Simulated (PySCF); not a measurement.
## Single-point calculation, with input and output: RuH2 (charge +1) (part 2 of 2)

Continued. System: RuH2, charge +1, multiplicity 6. Method: ROHF/jorge-dzp, nevpt2 (PySCF 2.14.0). Some settings of this run were made unusual or wrong on purpose.

Geometry of the input (Å):
```
Ru 0.0000  0.0000  -0.0054
H  0.7978  0.0000  0.2725
H  -0.7978  0.0000  0.2725
```

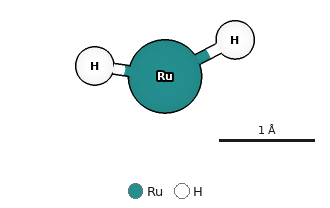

**Figure 1.** The structure as given in the input (ball-and-stick view, seen at a tilt). Sticks mark near contacts.

### Log, continued
```
pop of  0 Ru 1s           1.99626
pop of  0 Ru 2s           1.99605
pop of  0 Ru 3s           1.99661
pop of  0 Ru 4s           1.99706
pop of  0 Ru 5s           0.50518
pop of  0 Ru 6s           0.00746
pop of  0 Ru 7s           0.00469
pop of  0 Ru 8s           0.00972
pop of  0 Ru 2px          1.99961
pop of  0 Ru 2py          1.99962
pop of  0 Ru 2pz          1.99962
pop of  0 Ru 3px          1.99870
pop of  0 Ru 3py          1.99956
pop of  0 Ru 3pz          1.99947
pop of  0 Ru 4px          1.99062
pop of  0 Ru 4py          1.99644
pop of  0 Ru 4pz          1.99579
pop of  0 Ru 5px          0.05115
pop of  0 Ru 5py          0.00221
pop of  0 Ru 5pz          0.00639
pop of  0 Ru 6px          0.00641
pop of  0 Ru 6py          0.00042
pop of  0 Ru 6pz          0.00064
pop of  0 Ru 7px          0.00247
pop of  0 Ru 7py          0.00122
pop of  0 Ru 7pz          0.00126
pop of  0 Ru 3dxy         1.99997
pop of  0 Ru 3dyz         1.99997
pop of  0 Ru 3dz^2        1.99997
pop of  0 Ru 3dxz         1.99998
pop of  0 Ru 3dx2-y2      1.99998
pop of  0 Ru 4dxy         0.99868
pop of  0 Ru 4dyz         0.99988
pop of  0 Ru 4dz^2        1.09910
pop of  0 Ru 4dxz         1.80755
pop of  0 Ru 4dx2-y2      1.49576
pop of  0 Ru 5dxy         0.00065
pop of  0 Ru 5dyz         0.00028
pop of  0 Ru 5dz^2        0.00572
pop of  0 Ru 5dxz         0.01654
pop of  0 Ru 5dx2-y2      0.02776
pop of  0 Ru 4f-3         0.00056
pop of  0 Ru 4f-2         0.00127
pop of  0 Ru 4f-1         0.00005
pop of  0 Ru 4f+0         0.00769
pop of  0 Ru 4f+1         0.00137
pop of  0 Ru 4f+2         0.01495
pop of  0 Ru 4f+3         0.01793
pop of  1 H 1s            0.92337
pop of  1 H 2s            0.03968
pop of  1 H 2px           0.00473
pop of  1 H 2py           0.00036
pop of  1 H 2pz           0.00176
pop of  2 H 1s            0.92337
pop of  2 H 2s            0.03968
pop of  2 H 2px           0.00473
pop of  2 H 2py           0.00036
pop of  2 H 2pz           0.00176
 ** Mulliken atomic charges  **
charge of    0Ru =      0.93978
charge of    1H =      0.03011
charge of    2H =      0.03011
Mulliken spin population analysis on meta-Lowdin AOs:
 ** Mulliken pop on meta-lowdin orthogonal AOs  **
 ** Mulliken pop  **
pop of  0 Ru 1s           0.00000
pop of  0 Ru 2s           0.00001
pop of  0 Ru 3s           0.00003
pop of  0 Ru 4s           0.00068
pop of  0 Ru 5s           0.49815
pop of  0 Ru 6s           0.00480
pop of  0 Ru 7s           0.00315
pop of  0 Ru 8s           0.00037
pop of  0 Ru 2px          0.00000
pop of  0 Ru 2py          0.00000
pop of  0 Ru 2pz         -0.00000
pop of  0 Ru 3px          0.00001
pop of  0 Ru 3py          0.00000
pop of  0 Ru 3pz          0.00000
pop of  0 Ru 4px          0.00047
pop of  0 Ru 4py          0.00008
pop of  0 Ru 4pz          0.00011
pop of  0 Ru 5px          0.04405
pop of  0 Ru 5py          0.00028
pop of  0 Ru 5pz          0.00245
pop of  0 Ru 6px          0.00611
pop of  0 Ru 6py          0.00003
pop of  0 Ru 6pz          0.00019
pop of  0 Ru 7px          0.00107
pop of  0 Ru 7py          0.00002
pop of  0 Ru 7pz          0.00004
pop of  0 Ru 3dxy         0.00002
pop of  0 Ru 3dyz         0.00002
pop of  0 Ru 3dz^2        0.00002
pop of  0 Ru 3dxz         0.00000
pop of  0 Ru 3dx2-y2      0.00000
pop of  0 Ru 4dxy         0.99708
pop of  0 Ru 4dyz         0.99814
pop of  0 Ru 4dz^2        0.86496
pop of  0 Ru 4dxz         0.10707
pop of  0 Ru 4dx2-y2      0.28624
pop of  0 Ru 5dxy         0.00065
pop of  0 Ru 5dyz         0.00024
pop of  0 Ru 5dz^2        0.00009
pop of  0 Ru 5dxz         0.00515
pop of  0 Ru 5dx2-y2     -0.00023
pop of  0 Ru 4f-3         0.00034
pop of  0 Ru 4f-2         0.00127
pop of  0 Ru 4f-1         0.00003
pop of  0 Ru 4f+0         0.00089
pop of  0 Ru 4f+1         0.00026
pop of  0 Ru 4f+2         0.00186
pop of  0 Ru 4f+3         0.00958
pop of  1 H 1s            0.54626
pop of  1 H 2s            0.03471
pop of  1 H 2px           0.00065
pop of  1 H 2py           0.00010
pop of  1 H 2pz           0.00039
pop of  2 H 1s            0.54626
pop of  2 H 2s            0.03471
pop of  2 H 2px           0.00065
pop of  2 H 2py           0.00010
pop of  2 H 2pz           0.00039
 ** Mulliken atomic charges  **
charge of    0Ru =     40.16424
charge of    1H =      0.41788
charge of    2H =      0.41788
spop of 0 Ru 1s         0.00000
spop of 0 Ru 2s         0.00001
spop of 0 Ru 3s         0.00003
spop of 0 Ru 4s         0.00068
spop of 0 Ru 5s         0.49815
spop of 0 Ru 6s         0.00480
spop of 0 Ru 7s         0.00315
spop of 0 Ru 8s         0.00037
spop of 0 Ru 2px        0.00000
spop of 0 Ru 2py        0.00000
spop of 0 Ru 2pz       -0.00000
spop of 0 Ru 3px        0.00001
spop of 0 Ru 3py        0.00000
spop of 0 Ru 3pz        0.00000
spop of 0 Ru 4px        0.00047
spop of 0 Ru 4py        0.00008
spop of 0 Ru 4pz        0.00011
spop of 0 Ru 5px        0.04405
spop of 0 Ru 5py        0.00028
spop of 0 Ru 5pz        0.00245
spop of 0 Ru 6px        0.00611
spop of 0 Ru 6py        0.00003
spop of 0 Ru 6pz        0.00019
spop of 0 Ru 7px        0.00107
spop of 0 Ru 7py        0.00002
spop of 0 Ru 7pz        0.00004
spop of 0 Ru 3dxy       0.00002
spop of 0 Ru 3dyz       0.00002
spop of 0 Ru 3dz^2      0.00002
spop of 0 Ru 3dxz       0.00000
spop of 0 Ru 3dx2-y2    0.00000
spop of 0 Ru 4dxy       0.99708
spop of 0 Ru 4dyz       0.99814
spop of 0 Ru 4dz^2      0.86496
spop of 0 Ru 4dxz       0.10707
spop of 0 Ru 4dx2-y2    0.28624
spop of 0 Ru 5dxy       0.00065
spop of 0 Ru 5dyz       0.00024
spop of 0 Ru 5dz^2      0.00009
spop of 0 Ru 5dxz       0.00515
spop of 0 Ru 5dx2-y2   -0.00023
spop of 0 Ru 4f-3       0.00034
spop of 0 Ru 4f-2       0.00127
spop of 0 Ru 4f-1       0.00003
spop of 0 Ru 4f+0       0.00089
spop of 0 Ru 4f+1       0.00026
spop of 0 Ru 4f+2       0.00186
spop of 0 Ru 4f+3       0.00958
spop of 1 H 1s          0.54626
spop of 1 H 2s          0.03471
spop of 1 H 2px         0.00065
spop of 1 H 2py         0.00010
spop of 1 H 2pz         0.00039
spop of 2 H 1s          0.54626
spop of 2 H 2s          0.03471
spop of 2 H 2px         0.00065
spop of 2 H 2py         0.00010
spop of 2 H 2pz         0.00039
Mulliken atomic spins:
spin of  0Ru =      3.83576
spin of  1H =      0.58212
spin of  2H =      0.58212

******** <class 'pyscf.mrpt.nevpt2.NEVPT'> ********
NEVPT2 (7e+2e, 8o), ncore = 18, nvir = 32
root = 0
Natural occ [1.99600887 1.992608   1.00105309 1.00077963 1.0007132  1.00048738
 1.00005232 0.0082975 ]
Natural orbital (expansion on meta-Lowdin AOs) in CAS space
               #1        #2        #3        #4        #5
0 Ru 1s          0.00048   0.00000  -0.00000   0.00000   0.00000
0 Ru 2s         -0.00193  -0.00000   0.00000  -0.00000  -0.00000
0 Ru 3s          0.00021  -0.00000  -0.00000   0.00000   0.00000
0 Ru 4s          0.02243   0.00000   0.00000  -0.00000   0.00000
0 Ru 5s          0.06062   0.00000  -0.00000   0.00000   0.00000
0 Ru 6s          0.01510   0.00000   0.00000  -0.00000  -0.00000
0 Ru 7s          0.01297   0.00000   0.00000  -0.00000  -0.00000
0 Ru 8s         -0.00649  -0.00000  -0.00000   0.00000   0.00000
0 Ru 2px         0.00000  -0.00093   0.00133   0.00000   0.00000
0 Ru 2py        -0.00000  -0.00000   0.00000   0.00000  -0.00003
0 Ru 2pz        -0.00048  -0.00000   0.00000  -0.00000   0.00000
0 Ru 3px        -0.00000   0.00086  -0.00274  -0.00000  -0.00000
0 Ru 3py        -0.00000  -0.00000  -0.00000  -0.00000  -0.00005
0 Ru 3pz         0.00038   0.00000  -0.00000   0.00000  -0.00000
0 Ru 4px         0.00000  -0.07114  -0.02153   0.00000  -0.00000
0 Ru 4py        -0.00000  -0.00000  -0.00000   0.00000  -0.00889
0 Ru 4pz        -0.04458  -0.00000   0.00000   0.00000   0.00000
0 Ru 5px         0.00000  -0.03168  -0.21013  -0.00000  -0.00000
0 Ru 5py         0.00000   0.00000   0.00000   0.00000  -0.01673
0 Ru 5pz         0.02915   0.00000  -0.00000   0.00000   0.00000
0 Ru 6px        -0.00000   0.00670   0.07823   0.00000   0.00000
0 Ru 6py         0.00000   0.00000  -0.00000  -0.00000   0.00539
0 Ru 6pz        -0.00041  -0.00000   0.00000  -0.00000  -0.00000
0 Ru 7px         0.00000  -0.00388  -0.03270  -0.00000   0.00000
0 Ru 7py        -0.00000  -0.00000   0.00000   0.00000  -0.00492
0 Ru 7pz        -0.00005  -0.00000  -0.00000   0.00000   0.00000
0 Ru 3dxy        0.00000  -0.00000  -0.00000   0.00423   0.00000
0 Ru 3dyz       -0.00000   0.00000  -0.00000  -0.00000   0.00440
0 Ru 3dz^2      -0.00361  -0.00000  -0.00000  -0.00000   0.00000
0 Ru 3dxz       -0.00000   0.00492   0.00068   0.00000  -0.00000
0 Ru 3dx2-y2     0.00343   0.00000   0.00000  -0.00000   0.00000
0 Ru 4dxy       -0.00000  -0.00000  -0.00000   0.99893   0.00000
0 Ru 4dyz       -0.00000  -0.00000  -0.00000  -0.00000   0.99948
0 Ru 4dz^2      -0.34333  -0.00000  -0.00000  -0.00000   0.00000
0 Ru 4dxz       -0.00000   0.92159   0.32697   0.00000   0.00000
0 Ru 4dx2-y2     0.78072   0.00000   0.00000  -0.00000   0.00000
0 Ru 5dxy        0.00000  -0.00000   0.00000  -0.02541  -0.00000
0 Ru 5dyz       -0.00000  -0.00000  -0.00000   0.00000  -0.01546
0 Ru 5dz^2       0.05219   0.00000   0.00000   0.00000  -0.00000
0 Ru 5dxz        0.00000  -0.07214   0.07174   0.00000  -0.00000
0 Ru 5dx2-y2    -0.11676  -0.00000   0.00000  -0.00000   0.00000
0 Ru 4f-3       -0.00000  -0.00000  -0.00000  -0.00000   0.01843
0 Ru 4f-2       -0.00000  -0.00000  -0.00000   0.03562   0.00000
0 Ru 4f-1        0.00000   0.00000   0.00000  -0.00000   0.00582
0 Ru 4f+0       -0.04982  -0.00000  -0.00000   0.00000   0.00000
0 Ru 4f+1       -0.00000   0.01759  -0.01602   0.00000   0.00000
0 Ru 4f+2        0.06797   0.00000   0.00000  -0.00000   0.00000
0 Ru 4f+3       -0.00000   0.05029   0.09798   0.00000   0.00000
1 H 1s           0.34367   0.25853  -0.61791  -0.00000   0.00000
1 H 2s          -0.03156  -0.02969  -0.17494  -0.00000   0.00000
1 H 2px         -0.04147  -0.00982   0.02675   0.00000   0.00000
1 H 2py         -0.00000  -0.00000   0.00000  -0.00993   0.00152
1 H 2pz          0.00237  -0.02065   0.00025   0.00000  -0.00000
2 H 1s           0.34367  -0.25853   0.61791   0.00000   0.00000
2 H 2s          -0.03156   0.02969   0.17494   0.00000   0.00000
2 H 2px          0.04147  -0.00982   0.02675   0.00000  -0.00000
2 H 2py         -0.00000   0.00000  -0.00000   0.00993   0.00152
2 H 2pz          0.00237   0.02065  -0.00025  -0.00000  -0.00000
               #6        #7        #8
0 Ru 1s          0.00070  -0.00049   0.00026
0 Ru 2s         -0.00262   0.00184  -0.00159
0 Ru 3s          0.00451  -0.00316   0.00060
0 Ru 4s         -0.02095   0.01573   0.00667
0 Ru 5s          0.57390  -0.40840  -0.38844
0 Ru 6s         -0.05490   0.04259   0.16914
0 Ru 7s         -0.04486   0.03411   0.12143
0 Ru 8s          0.01474  -0.01261  -0.07962
0 Ru 2px         0.00000  -0.00000  -0.00000
0 Ru 2py         0.00000  -0.00000  -0.00000
0 Ru 2pz        -0.00017   0.00005  -0.00155
0 Ru 3px        -0.00000   0.00000   0.00000
0 Ru 3py        -0.00000   0.00000   0.00000
0 Ru 3pz         0.00039  -0.00026   0.00479
0 Ru 4px        -0.00000   0.00000  -0.00000
0 Ru 4py        -0.00000  -0.00000   0.00000
0 Ru 4pz        -0.00441  -0.00909   0.00124
0 Ru 5px        -0.00000   0.00000  -0.00000
0 Ru 5py         0.00000  -0.00000  -0.00000
0 Ru 5pz         0.02353  -0.03791  -0.23123
0 Ru 6px         0.00000  -0.00000   0.00000
0 Ru 6py        -0.00000   0.00000   0.00000
0 Ru 6pz        -0.00590   0.01071   0.12284
0 Ru 7px        -0.00000   0.00000  -0.00000
0 Ru 7py         0.00000  -0.00000  -0.00000
0 Ru 7pz        -0.00004  -0.00540  -0.08489
0 Ru 3dxy       -0.00000   0.00000  -0.00000
0 Ru 3dyz       -0.00000  -0.00000  -0.00000
0 Ru 3dz^2       0.00263   0.00308   0.00037
0 Ru 3dxz        0.00000  -0.00000  -0.00000
0 Ru 3dx2-y2     0.00021   0.00198  -0.00126
0 Ru 4dxy       -0.00000   0.00000   0.00000
0 Ru 4dyz       -0.00000  -0.00000   0.00000
0 Ru 4dz^2       0.64817   0.66561   0.10466
0 Ru 4dxz        0.00000  -0.00000  -0.00000
0 Ru 4dx2-y2    -0.05110   0.52111  -0.28558
0 Ru 5dxy        0.00000  -0.00000  -0.00000
0 Ru 5dyz       -0.00000   0.00000   0.00000
0 Ru 5dz^2      -0.01141  -0.00901   0.05362
0 Ru 5dxz        0.00000  -0.00000   0.00000
0 Ru 5dx2-y2    -0.01246   0.00052  -0.07257
0 Ru 4f-3       -0.00000  -0.00000   0.00000
0 Ru 4f-2       -0.00000   0.00000  -0.00000
0 Ru 4f-1       -0.00000  -0.00000  -0.00000
0 Ru 4f+0        0.03105  -0.01992  -0.27424
0 Ru 4f+1       -0.00000  -0.00000   0.00000
0 Ru 4f+2       -0.03343   0.04134   0.42859
0 Ru 4f+3        0.00000  -0.00000   0.00000
1 H 1s           0.34139  -0.23243   0.30888
1 H 2s           0.05307  -0.03919  -0.18894
1 H 2px         -0.00557   0.00493  -0.06223
1 H 2py         -0.00000   0.00000   0.00000
1 H 2pz         -0.01448   0.00985   0.21688
2 H 1s           0.34139  -0.23243   0.30888
2 H 2s           0.05307  -0.03919  -0.18894
2 H 2px          0.00557  -0.00493   0.06223
2 H 2py         -0.00000   0.00000   0.00000
2 H 2pz         -0.01448   0.00985   0.21688
<CAS-nat-orb|mo-hf>  19     19       0.99981185
<CAS-nat-orb|mo-hf>  20     20       0.99996726
<CAS-nat-orb|mo-hf>  21     25       0.99996007
<CAS-nat-orb|mo-hf>  22     21       0.99999994
<CAS-nat-orb|mo-hf>  23     23       0.99999954
<CAS-nat-orb|mo-hf>  24     22       0.56205266
<CAS-nat-orb|mo-hf>  24     24       0.82708773
<CAS-nat-orb|mo-hf>  25     22       0.82709962
<CAS-nat-orb|mo-hf>  25     24      -0.56204308
<CAS-nat-orb|mo-hf>  26     40      -0.74836107
Sr    (-1)',   E = -0.04069212063882
Si    (+1)',   E = -0.00344671716607
Sijrs (0)  ,   E = -0.11468163018528
Sijr  (+1) ,   E = -0.01207847628891
Srsi  (-1) ,   E = -0.03126784174895
Srs   (-2) ,   E = -0.08600161903025
Sij   (+2) ,   E = -0.00247627581859
Sir   (0)' ,   E = -0.05067145658748
Nevpt2 Energy = -0.341316137464351

WARN: System has nonzero charge 1; the dipole moment is origin-dependent.
Location of origin: [0. 0. 0.]

Dipole moment(X, Y, Z, Debye): -0.00000, -0.00000, -0.64029
orbital energies (hartree): [-2.9533 -1.1616 -0.9506 -0.5825 -0.519  -0.5189 -0.4599 -0.3238 -0.1673
 -0.166  -0.0838]
```

### What the run reported

| quantity | value |
| --- | --- |
| outcome | converged |
| SCF energy | −4438.711379 hartree |
| wall time | 7.5 s |

### What went wrong

Some settings of this run were drawn to be unusual or wrong. It converged; results that depend on the unusual settings are not reference values.
